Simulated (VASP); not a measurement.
Shape and ions are relaxed at each volume.

Energy against volume of Tc (hcp). The numbers are results of PBE GGA, VASP's PBE PAW potentials (set 64) (plane waves; VASP 6.6.1), not measurements.

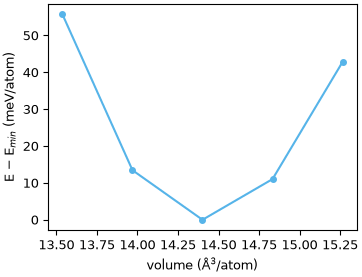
Figure. Energy against volume

Problem. Estimate the equilibrium volume and the bulk modulus.

Solution. The minimum lies near 14.4 Å³/atom, and the curvature gives B0 of about 300 GPa.

Measured: bulk modulus 303 GPa at 0 K (computed value off by -0.8 %), as given by Vázquez-Parga, Fernández-Martínez, Viñes, J. Chem. Theory Comput. (2023), doi:10.1021/acs.jctc.3c00612, Supporting … [zero-point energy and finite temperature contributions removed].

The compound is Tc in the hcp structure. It was relaxed first.
